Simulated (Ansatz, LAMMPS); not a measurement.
# Amorphous polyacrylonitrile (as short chains C14N4H18), from a frame at 400 K (108 atoms): geometry optimisation, part 2 of 3

Wanted: the relaxed structure of amorphous polyacrylonitrile (as short chains C14N4H18), from a frame at 400 K (108 atoms) and its electronic structure.

Ansatz 0.2.0; Kohn-Sham DFT, PBE+D3(BJ), PAW (set soft_2), plane waves.

The cell: 42 C, 12 N and 54 H. The network of contacts between molecules at the start is that of the classical potential that made the cell. Only the Γ point is sampled, in a cell whose shortest periodic width is 10 Å.

So far. Step 3 (Single point at the start): Neighbours are counted within 1.34 Å (H-C), 1.85 Å (C-C), 1.62 Å (C-N).

## (4) Cell and atoms relaxed

Cell and atoms are freed together, to release stress as well as forces.

The input, input.yaml:

```yaml
crystal:
  lattice:
    - [10.45608, 0.0, 0.0]
    - [0.0, 10.45608, 0.0]
    - [0.0, 0.0, 10.45608]
  atoms:
    [... the 108 atom lines of step 3 ...]
kpoints:
  mp_grid: { grid: [1, 1, 1] }
hamiltonian:
  xc: pbe
  dispersion: d3bj
scf:
  occupations: { method: fermi_dirac, width: 0.025 }
output:
  forces: true
relax:
  f_tol: 0.03
  max_steps: 200
  cell: {}
```

The run is started by

```
$ ansatz run input.yaml --threads 4 --pin off --max-ram 8192MiB --backend cpu --events-out ev --progress --plain --runs-dir out
```

Numbers of over 12 decimals in the logs are rounded to 6 here.

The program printed:

```text
[...]
Crystal: 108 atoms, lattice volume = 1143.159 Å³
Basis set: ecut = 420 eV, 22335 PW (Γ), exchange–correlation on 144×144×144 points (8 copies of the dense FFT grid, shifted against one another)
Bands: 249, of which v1, the nominal top of the filled ones, is band 141 counted from 1 (140 counted from 0)
Symmetry: 1 space group operations
[...]
k-points: 1
[...]
SCF iter   1: F=—  HF=-16004.296721 eV  |F-HF|=—  |Δ(HF+E_count)|=         —  Δρ=5.49e-3  dr2=5.05e-1  ethr=1.77e-3  ⟨swp⟩=6.0  Hψ=1151  notcnv=0  defer=34
[...]
SCF iter  10: F=-16004.245115 eV  HF=-16004.245115 eV  |F-HF|=3.41e-8  |Δ(HF+E_count)|=   1.03e-7  Δρ=2.54e-6  dr2=8.85e-8  ethr=3.55e-11  ⟨swp⟩=4.0  Hψ=630  notcnv=0
SCF 1 converged in 10 iterations: F = -16004.245115 eV  dr2 = 8.85e-8
[...]
relax step   1: F+E_penalty+E_count = -16004.24511519 eV  Δ(F+E_penalty+E_count) = +0.000e0 eV  max|allowed force component| = 5.242e0 eV/Å  Δτ_max = 0.0000 Å  P = +3.736 GPa  Ω = 1143.159 Å³  (10 SCF iters, dr2 threshold 1.00e-7 eV, accepted)
[... from here on, the SCF cycles and remarks between the steps are left out ...]
relax step   2: F+E_penalty+E_count = -16009.78737975 eV  Δ(F+E_penalty+E_count) = -5.542e0 eV  max|allowed force component| = 1.682e0 eV/Å  Δτ_max = 0.1946 Å  P = +0.418 GPa  Ω = 1190.980 Å³  energy of the carried Pulay correction = -1.171e-1 eV  (8 SCF iters, dr2 threshold 1.08e-5 eV, accepted)
relax step   3: F+E_penalty+E_count = -16010.74425933 eV  Δ(F+E_penalty+E_count) = -9.569e-1 eV  max|allowed force component| = 6.704e-1 eV/Å  Δτ_max = 0.1943 Å  P = -0.353 GPa  Ω = 1181.049 Å³  energy of the carried Pulay correction = -9.314e-2 eV  (8 SCF iters, dr2 threshold 1.08e-5 eV, accepted)
relax step   4: F+E_penalty+E_count = -16011.01100397 eV  Δ(F+E_penalty+E_count) = -2.667e-1 eV  max|allowed force component| = 3.673e-1 eV/Å  Δτ_max = 0.2000 Å  P = -0.215 GPa  Ω = 1174.759 Å³  energy of the carried Pulay correction = -7.789e-2 eV  (8 SCF iters, dr2 threshold 1.08e-5 eV, accepted)
relax step   5: F+E_penalty+E_count = -16011.19997589 eV  Δ(F+E_penalty+E_count) = -1.890e-1 eV  max|allowed force component| = 4.336e-1 eV/Å  Δτ_max = 0.1929 Å  P = -0.328 GPa  Ω = 1166.942 Å³  energy of the carried Pulay correction = -5.882e-2 eV  (8 SCF iters, dr2 threshold 8.43e-6 eV, accepted)
relax step   6: F+E_penalty+E_count = -16011.31189606 eV  Δ(F+E_penalty+E_count) = -1.119e-1 eV  max|allowed force component| = 4.586e-1 eV/Å  Δτ_max = 0.1949 Å  P = -0.302 GPa  Ω = 1161.551 Å³  energy of the carried Pulay correction = -4.559e-2 eV  (8 SCF iters, dr2 threshold 1.08e-5 eV, accepted)
relax step   7: F+E_penalty+E_count = -16011.37846601 eV  Δ(F+E_penalty+E_count) = -6.657e-2 eV  max|allowed force component| = 4.341e-1 eV/Å  Δτ_max = 0.1849 Å  P = +0.076 GPa  Ω = 1154.406 Å³  energy of the carried Pulay correction = -2.797e-2 eV  (8 SCF iters, dr2 threshold 1.08e-5 eV, accepted)
relax step   8: F+E_penalty+E_count = -16011.44382530 eV  Δ(F+E_penalty+E_count) = -6.536e-2 eV  max|allowed force component| = 1.448e-1 eV/Å  Δτ_max = 0.1457 Å  P = -0.188 GPa  Ω = 1146.613 Å³  energy of the carried Pulay correction = -8.619e-3 eV  (8 SCF iters, dr2 threshold 1.08e-5 eV, accepted)
relax step   9: F+E_penalty+E_count = -16011.47036487 eV  Δ(F+E_penalty+E_count) = -2.654e-2 eV  max|allowed force component| = 1.988e-1 eV/Å  Δτ_max = 0.1189 Å  P = +0.120 GPa  Ω = 1144.646 Å³  energy of the carried Pulay correction = -3.712e-3 eV  (8 SCF iters, dr2 threshold 1.31e-6 eV, accepted)
relax step  10: F+E_penalty+E_count = -16011.51231636 eV  Δ(F+E_penalty+E_count) = -4.195e-2 eV  max|allowed force component| = 1.033e-1 eV/Å  Δτ_max = 0.1327 Å  P = -0.036 GPa  Ω = 1139.079 Å³  energy of the carried Pulay correction = +1.022e-2 eV  (8 SCF iters, dr2 threshold 2.47e-6 eV, accepted)
relax step  11: F+E_penalty+E_count = -16011.55664893 eV  Δ(F+E_penalty+E_count) = -4.433e-2 eV  max|allowed force component| = 3.254e-1 eV/Å  Δτ_max = 0.1682 Å  P = -0.237 GPa  Ω = 1131.857 Å³  energy of the carried Pulay correction = +2.838e-2 eV  (10 SCF iters, dr2 threshold 6.67e-7 eV, accepted)
relax step  12: F+E_penalty+E_count = -16011.57824838 eV  Δ(F+E_penalty+E_count) = -2.160e-2 eV  max|allowed force component| = 4.108e-1 eV/Å  Δτ_max = 0.1193 Å  P = -0.137 GPa  Ω = 1132.811 Å³  energy of the carried Pulay correction = +2.598e-2 eV  (7 SCF iters, dr2 threshold 6.62e-6 eV, accepted)
relax step  13: F+E_penalty+E_count = -16011.62252136 eV  Δ(F+E_penalty+E_count) = -4.427e-2 eV  max|allowed force component| = 1.101e-1 eV/Å  Δτ_max = 0.2000 Å  P = -0.053 GPa  Ω = 1135.196 Å³  energy of the carried Pulay correction = +1.997e-2 eV  (7 SCF iters, dr2 threshold 1.05e-5 eV, accepted)
relax step  14: F+E_penalty+E_count = -16011.65011555 eV  Δ(F+E_penalty+E_count) = -2.759e-2 eV  max|allowed force component| = 4.719e-2 eV/Å  Δτ_max = 0.2000 Å  P = +0.017 GPa  Ω = 1132.838 Å³  energy of the carried Pulay correction = +2.591e-2 eV  (8 SCF iters, dr2 threshold 7.58e-7 eV, accepted)
[...]
relax step  18: F+E_penalty+E_count = -16011.65475091 eV  Δ(F+E_penalty+E_count) = +5.749e-4 eV  max|allowed force component| = 2.243e-1 eV/Å  Δτ_max = 0.0808 Å  P = -0.079 GPa  Ω = 1133.028 Å³  energy of the carried Pulay correction = +2.543e-2 eV  (8 SCF iters, dr2 threshold 1.36e-6 eV, rejected (line search))
relax step  19: F+E_penalty+E_count = -16011.65829290 eV  Δ(F+E_penalty+E_count) = -2.967e-3 eV  max|allowed force component| = 5.614e-2 eV/Å  Δτ_max = 0.0404 Å  P = +0.022 GPa  Ω = 1133.098 Å³  energy of the carried Pulay correction = +2.525e-2 eV  (11 SCF iters, accepted)
relax step  20: F+E_penalty+E_count = -16011.66064932 eV  Δ(F+E_penalty+E_count) = -2.356e-3 eV  max|allowed force component| = 1.393e-2 eV/Å  Δτ_max = 0.0559 Å  P = +0.005 GPa  Ω = 1132.652 Å³  energy of the carried Pulay correction = +2.638e-2 eV  (8 SCF iters, dr2 threshold 1.97e-7 eV, accepted)
relax step  21: F+E_penalty+E_count = -16011.68443103 eV  Δ(F+E_penalty+E_count) = -2.378e-2 eV  max|allowed force component| = 1.297e-2 eV/Å  Δτ_max = 0.0000 Å  P = +0.026 GPa  Ω = 1132.652 Å³  stress off target by 2.49e-1 GPa  SCF on the basis re-selected at this cell (its energy is not comparable with the rows above)  (7 SCF iters)
relax step  22: F+E_penalty+E_count = -16011.70098087 eV  Δ(F+E_penalty+E_count) = -1.655e-2 eV  max|allowed force component| = 5.335e-2 eV/Å  Δτ_max = 0.0420 Å  P = +0.001 GPa  Ω = 1132.936 Å³  energy of the carried Pulay correction = -6.683e-4 eV  (8 SCF iters, dr2 threshold 1.55e-7 eV, accepted)
relax step  23: F+E_penalty+E_count = -16011.70840144 eV  Δ(F+E_penalty+E_count) = -7.421e-3 eV  max|allowed force component| = 7.394e-2 eV/Å  Δτ_max = 0.0646 Å  P = -0.019 GPa  Ω = 1132.599 Å³  energy of the carried Pulay correction = +1.981e-4 eV  (9 SCF iters, dr2 threshold 1.78e-7 eV, accepted)
relax step  24: F+E_penalty+E_count = -16011.71057142 eV  Δ(F+E_penalty+E_count) = -2.170e-3 eV  max|allowed force component| = 5.963e-2 eV/Å  Δτ_max = 0.0477 Å  P = -0.022 GPa  Ω = 1132.591 Å³  energy of the carried Pulay correction = +1.665e-4 eV  (8 SCF iters, dr2 threshold 3.42e-7 eV, accepted)
relax step  25: F+E_penalty+E_count = -16011.71403387 eV  Δ(F+E_penalty+E_count) = -3.462e-3 eV  max|allowed force component| = 8.161e-2 eV/Å  Δτ_max = 0.0589 Å  P = +0.045 GPa  Ω = 1130.733 Å³  energy of the carried Pulay correction = +4.900e-3 eV  (8 SCF iters, dr2 threshold 2.22e-7 eV, rejected (line search))
relax step  26: F+E_penalty+E_count = -16011.71411663 eV  Δ(F+E_penalty+E_count) = -3.545e-3 eV  max|allowed force component| = 4.394e-3 eV/Å  Δτ_max = 0.0295 Å  P = +0.003 GPa  Ω = 1132.020 Å³  energy of the carried Pulay correction = +1.587e-3 eV  (11 SCF iters, accepted)
relax step  27: F+E_penalty+E_count = -16011.72249567 eV  Δ(F+E_penalty+E_count) = -8.379e-3 eV  max|allowed force component| = 6.707e-3 eV/Å  Δτ_max = 0.0000 Å  P = +0.010 GPa  Ω = 1132.020 Å³  stress off target by 1.10e-1 GPa  SCF on the basis re-selected at this cell (its energy is not comparable with the rows above)  (6 SCF iters)
relax step  28: F+E_penalty+E_count = -16011.72954392 eV  Δ(F+E_penalty+E_count) = -7.048e-3 eV  max|allowed force component| = 1.077e-1 eV/Å  Δτ_max = 0.0586 Å  P = -0.004 GPa  Ω = 1131.232 Å³  energy of the carried Pulay correction = +1.532e-3 eV  (10 SCF iters, dr2 threshold 3.05e-8 eV, accepted)
relax step  29: F+E_penalty+E_count = -16011.72705870 eV  Δ(F+E_penalty+E_count) = +2.485e-3 eV  max|allowed force component| = 1.252e-2 eV/Å  Δτ_max = 0.0150 Å  P = -0.001 GPa  Ω = 1132.492 Å³  energy of the carried Pulay correction = -1.740e-3 eV  (7 SCF iters, dr2 threshold 7.25e-7 eV, accepted)
relax step  30: F+E_penalty+E_count = -16011.73831497 eV  Δ(F+E_penalty+E_count) = -1.126e-2 eV  max|allowed force component| = 1.270e-2 eV/Å  Δτ_max = 0.0000 Å  P = +0.002 GPa  Ω = 1132.492 Å³  stress off target by 4.82e-2 GPa  SCF on the basis re-selected at this cell (its energy is not comparable with the rows above)  (7 SCF iters)
[...]
SCF converged after 7 iterations
Free energy (F): -16011.738315 eV
[...]
Internal energy: -16011.738315 eV  (E = F + TS)
E sigma→0 (E₀):  -16011.738315 eV
Fermi energy:    1.085423 eV
[...]
--- Forces (eV/Å), atoms counted from 1 ---
  atom   1  C     -0.00246426    -0.01178203    -0.00962829
  atom   2  C     -0.00221188     0.00790145     0.00378403
  atom   3  C      0.00629660    -0.00706631    -0.00000356
  atom   4  C     -0.00075490    -0.00244586    -0.00697633
  atom   5  N     -0.00145592     0.00050997     0.00584796
  atom   6  C     -0.00354850    -0.00155698    -0.00167374
  atom   7  C     -0.00048615     0.00139023     0.00207003
  atom   8  C      0.00457374     0.00020682    -0.00241970
  atom   9  N     -0.00294353    -0.00171266    -0.00071083
  atom  10  C     -0.00049262    -0.00067543     0.00120620
  atom  11  C      0.00187056     0.00190518     0.00018522
  atom  12  C     -0.00653457    -0.00957269    -0.00110193
  atom  13  N      0.00435563     0.00629214    -0.00155383
  atom  14  C      0.00175578     0.00432293    -0.00590724
[...]
atom 107  H      0.00030026     0.00109296     0.00047796
  atom 108  H     -0.00145235     0.00468140     0.00064673
  max |Σ_I F_I| component: 1.10e-5 eV/Å
--- Stress (GPa, compression-positive) ---
       -0.023357       0.002245       0.003336
        0.002245       0.041000      -0.020584
        0.003335      -0.020583      -0.010417
  P = ⅓ Tr σ = 0.0024 GPa (0.024 kbar)
--- Relaxed structure (27 steps of the walk, 24 accepted, 3 SCFs on fresh bases) ---
  F+E_penalty+E_count = -16011.73831497 eV   max|allowed force component| = 1.270e-2 eV/Å   (the final SCF, on the basis selected at the relaxed cell)
  cell:  # Å, volume = 1132.4917 Å³
    - [10.076374, 0.099414, 0.218786]
    - [0.099414, 10.997891, -0.454553]
    - [0.218786, -0.454553, 10.243934]
  atoms:
    - { symbol: C, position: [0.958958, 0.047287, 0.257194] }
    - { symbol: C, position: [0.857353, 0.142733, 0.224902] }
    - { symbol: C, position: [0.850783, 0.259821, 0.320428] }
    - { symbol: C, position: [0.982312, 0.312138, 0.332302] }
[...]
- { symbol: H, position: [1.016317, 0.586002, 0.235908] }
```

Elapsed: 3.1 min, on 4 threads of Arm Neoverse V2, shared host; peak memory 1.2 GiB; 12 min of CPU time.

Step by step (22 of 30):

| step | energy less that of the first step (eV) | largest force component (eV/Å) | pressure (GPa) | volume (Å³) |
| --- | --- | --- | --- | --- |
| 1 | 0.0000 | 5.2417 | 3.74 | 1143.16 |
| 2 | -5.5423 | 1.6817 | 0.42 | 1190.98 |
| 4 | -6.7659 | 0.3673 | -0.21 | 1174.76 |
| 5 | -6.9549 | 0.4336 | -0.33 | 1166.94 |
| 7 | -7.1334 | 0.4341 | 0.08 | 1154.41 |
| 8 | -7.1987 | 0.1448 | -0.19 | 1146.61 |
| 9 | -7.2252 | 0.1988 | 0.12 | 1144.65 |
| 11 | -7.3115 | 0.3254 | -0.24 | 1131.86 |
| 12 | -7.3331 | 0.4108 | -0.14 | 1132.81 |
| 13 | -7.3774 | 0.1101 | -0.05 | 1135.20 |
| 15 | -7.4022 | 0.3222 | -0.05 | 1133.76 |
| 16 | -7.4069 | 0.0287 | -0.01 | 1133.78 |
| 18 | -7.4096 | 0.2243 | -0.08 | 1133.03 |
| 19 | -7.4132 | 0.0561 | 0.02 | 1133.10 |
| 20 | -7.4155 | 0.0139 | 0.00 | 1132.65 |
| 22 | -7.4559 | 0.0533 | 0.00 | 1132.94 |
| 23 | -7.4633 | 0.0739 | -0.02 | 1132.60 |
| 24 | -7.4655 | 0.0596 | -0.02 | 1132.59 |
| 26 | -7.4690 | 0.0044 | 0.00 | 1132.02 |
| 27* | -7.4774 | 0.0067 | 0.01 | 1132.02 |
| 29 | -7.4819 | 0.0125 | 0.00 | 1132.49 |
| 30* | -7.4932 | 0.0127 | 0.00 | 1132.49 |

Relaxation steps marked * repeat the geometry before them on a plane-wave basis chosen anew for their cell, so energy and pressure can jump there. Other such steps can lie between the rows shown. Relaxation steps 15, 18, 25 were tried and not accepted.

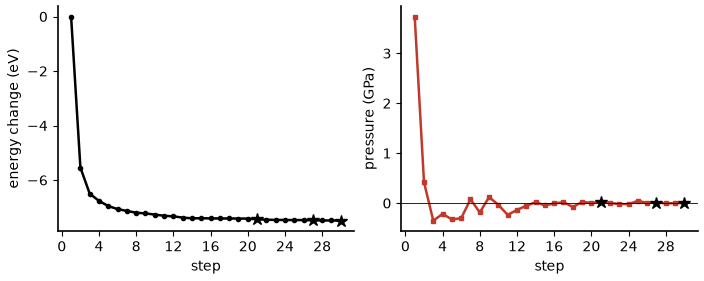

Energy and pressure along the relaxation. Stars mark steps on a basis chosen anew.

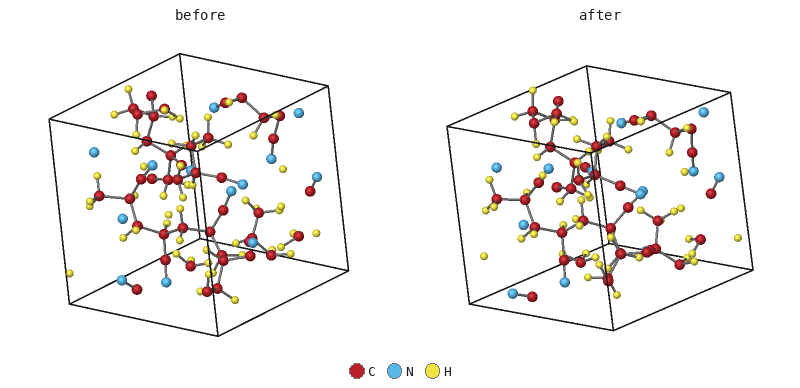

The structure before and after the relaxation, drawn at the same scale. Bonds to atoms that aren't drawn are left out.

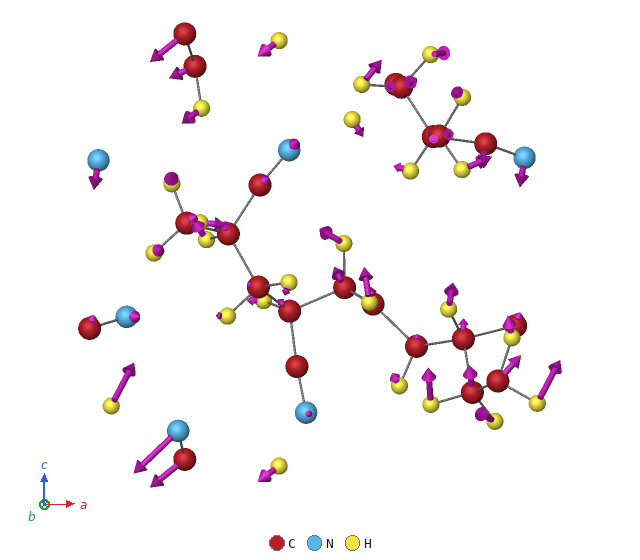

Displacements in the relaxation, scaled, measured against the changing cell; the longest in the cell stands for 1.33 Å. Drawn is a slice 4 Å thick, seen along the normal of the ac plane. Bonds to atoms that aren't drawn are left out.

| cell as run | before | after | change |
| --- | --- | --- | --- |
| a (Å) | 10.456 | 10.079 | -3.6 % |
| b (Å) | 10.456 | 11.008 | +5.3 % |
| c (Å) | 10.456 | 10.256 | -1.9 % |
| α (°) | 90.00 | 94.90 | +5.4 % |
| β (°) | 90.00 | 87.56 | -2.7 % |
| γ (°) | 90.00 | 88.97 | -1.1 % |
| volume (Å³/atom) | 10.58 | 10.49 | -0.9 % |

The atoms that moved most (Å, as changes of fractional coordinates times the final cell):

| atom | dx | dy | dz | length |
| --- | --- | --- | --- | --- |
| N77 | -0.949 | 0.135 | -0.921 | 1.329 |
| H19 | 0.550 | 0.676 | 0.895 | 1.249 |
| H21 | 1.148 | 0.059 | -0.002 | 1.150 |
| H72 | -0.936 | 0.218 | -0.579 | 1.122 |
| H91 | -0.372 | -0.755 | 0.587 | 1.026 |
| H23 | -0.097 | -0.548 | 0.833 | 1.002 |
| N45 | 0.686 | 0.524 | -0.452 | 0.975 |
| H65 | 0.608 | 0.277 | -0.626 | 0.916 |

The relaxation changed the energy by -69.4 meV/atom, and atoms moved by 0.56 Å r.m.s., 1.3 Å at most.

## (5) Structure statistics after relaxation

Bonds before and after, by the cutoffs listed below:

| pair | bonds before | bonds after | mean before (Å) | mean after (Å) | spread before (Å) | spread after (Å) |
| --- | --- | --- | --- | --- | --- | --- |
| H-C | 54 | 54 | 1.098 | 1.098 | 0.038 | 0.003 |
| C-C | 39 | 39 | 1.491 | 1.517 | 0.051 | 0.039 |
| C-N | 12 | 12 | 1.161 | 1.162 | 0.020 | 0.000 |

Density 1.07 g/cm³, 10.49 Å³ an atom.

g(r), total and by pair (bins of 0.2 Å):

| r (Å) | total | H-H | H-C | H-N | C-C | C-N | N-N |
| --- | --- | --- | --- | --- | --- | --- | --- |
| 1.00 | 2.81 | 0.00 | 7.20 | 0.00 | 0.00 | 0.00 | 0.00 |
| 1.20 | 1.41 | 0.00 | 1.89 | 0.00 | 0.00 | 7.75 | 0.00 |
| 1.40 | 0.43 | 0.00 | 0.00 | 0.00 | 2.82 | 0.00 | 0.00 |
| 1.60 | 0.89 | 0.00 | 0.00 | 0.00 | 5.85 | 0.00 | 0.00 |
| 1.80 | 0.74 | 2.96 | 0.00 | 0.00 | 0.00 | 0.00 | 0.00 |
| 2.00 | 0.24 | 0.07 | 0.56 | 0.00 | 0.00 | 0.00 | 0.00 |
| 2.20 | 1.59 | 0.38 | 3.80 | 0.14 | 0.00 | 0.00 | 0.00 |
| 2.40 | 0.90 | 1.82 | 0.19 | 0.84 | 1.86 | 0.00 | 0.00 |
| 2.60 | 1.43 | 1.71 | 0.99 | 1.59 | 2.00 | 1.55 | 0.00 |
| 2.80 | 1.18 | 1.29 | 1.77 | 1.52 | 0.00 | 0.00 | 0.00 |
| 3.00 | 0.84 | 1.62 | 0.58 | 1.15 | 0.56 | 0.00 | 0.00 |
| 3.20 | 0.88 | 0.75 | 0.74 | 2.27 | 0.55 | 0.76 | 0.00 |
| 3.40 | 0.90 | 0.35 | 0.93 | 1.39 | 0.18 | 2.92 | 1.03 |
| 3.60 | 1.00 | 0.64 | 1.04 | 1.25 | 0.44 | 2.37 | 1.96 |
| 3.80 | 0.81 | 0.88 | 0.52 | 0.91 | 0.77 | 1.73 | 1.29 |
| 4.00 | 0.84 | 0.58 | 0.86 | 0.74 | 1.06 | 1.35 | 0.40 |
| 4.20 | 0.95 | 0.86 | 1.01 | 0.99 | 0.96 | 0.80 | 1.41 |
| 4.40 | 0.98 | 1.08 | 0.78 | 1.43 | 1.06 | 0.78 | 1.31 |
| 4.60 | 0.98 | 1.17 | 0.80 | 1.09 | 0.84 | 1.27 | 1.46 |
| 4.80 | 1.04 | 0.98 | 1.06 | 0.79 | 1.09 | 1.36 | 0.53 |

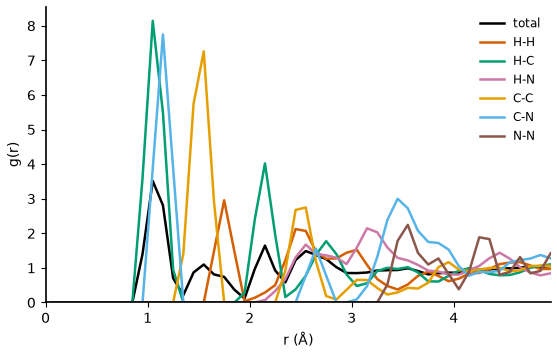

Pair distribution functions, lightly smoothed.

Bonds by pair of elements; cutoffs follow the first minimum of g(r), held within bounds set by covalent radii, and pairs that aren't listed don't count as bonded:

| pair A-B | cutoff (Å) | bonds | mean length (Å) | spread (Å) | shortest (Å) | B about A | A about B |
| --- | --- | --- | --- | --- | --- | --- | --- |
| H-C | 1.34 | 54 | 1.10 | 0.003 | 1.09 | 1 | 1.29 |
| C-C | 1.85 | 39 | 1.52 | 0.039 | 1.46 | 1.86 | 1.86 |
| C-N | 1.62 | 12 | 1.16 | 0 | 1.16 | 0.286 | 1 |

How many atoms have how many bonded neighbours:

| element | mean | 1 | 2 | 4 |
| --- | --- | --- | --- | --- |
| C | 3.43 | 0 | 12 | 30 |
| H | 1 | 54 | 0 | 0 |
| N | 1 | 12 | 0 | 0 |

Bond angles (no mean is given where the spread exceeds 20°):

| angle | count | mean (°) | spread (°) |
| --- | --- | --- | --- |
| C-C-H | 102 | 109 | 1.7 |
| C-C-C | 48 | 112 | 2.3 |
| H-C-H | 30 | 108 | 0.9 |
| C-C-N | 12 | 178 | 1 |

Bond length by coordination (bonds to H left out):

| element | coordination | atoms | mean bond length (Å) |
| --- | --- | --- | --- |
| C | 2 | 12 | 1.31 |
| C | 4 | 30 | 1.53 |

Counting bonds as in the table, 71 % of C atoms have 4, all H atoms have 1 and all N atoms have 1 bonded neighbour. The C-C-H angle averages 109° with a spread of 1.7°.

(Continued in part 3 of 3.)

[Logs are printed without paths, hosts, clocks, repeated set-up lines and the standing remarks that a program may print on its own settings, such as how far it seeks lower states.]

[Hosts, paths, dates, database ids (printed as entryN), source tags and the programs' standing remarks are cut or masked in the printed files.]
